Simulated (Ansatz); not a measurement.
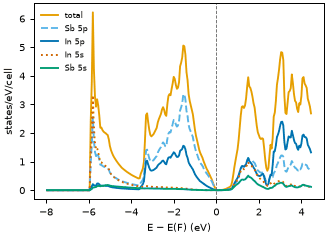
Figure: Total and projected density of states of InSb (wurtzite, space group No. 186), plane-wave PAW PBEsol (Ansatz code)

Which orbitals carry the states next to the Fermi level?

Within 0.5 eV of the Fermi level: Sb 5p 78 %, In 5p 18 %. Projections are on Löwdin-orthogonalised atomic valence shells; empty p or d shells of many metals are not among them.

Where is the tallest occupied peak in this window, and what makes it?

Near -5.8 eV, about 6.2 states/eV per cell; the largest projected share is In 5s.

Space group P6_3mc (wurtzite). The start of the workflow was typed in or built on a structure type; neither database checked (COD, Materials Project) lists it. It is not the phase usual at ambient conditions (space group No. 216). The PBEsol relaxation kept the symmetry of its start; of distortions, only those at the zone centre were tested. Spin–orbit coupling is left out wherever it is not named.

Potentials: the later of the program's two PAW sets.
